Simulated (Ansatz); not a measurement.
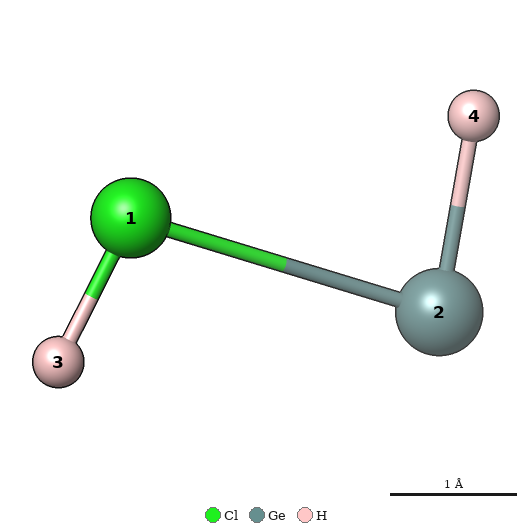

Orthographic view. Atoms fade into the background with distance from the viewer. Charge 0, doublet. The computed structure is the end point of a PBE0-D4/def2-TZVP optimisation. No frequency run is at hand to confirm it as a minimum.

Write a Z-matrix (Å, degrees) in the order of the atom numbers, with these reference atoms: 2 to 1; 3 to 1, 2; 4 to 2, 1, 3.

```
Cl 
Ge   1   2.686
H    1   1.283   2    98.3
H    2   1.600   1    80.8   3  -179.7
```
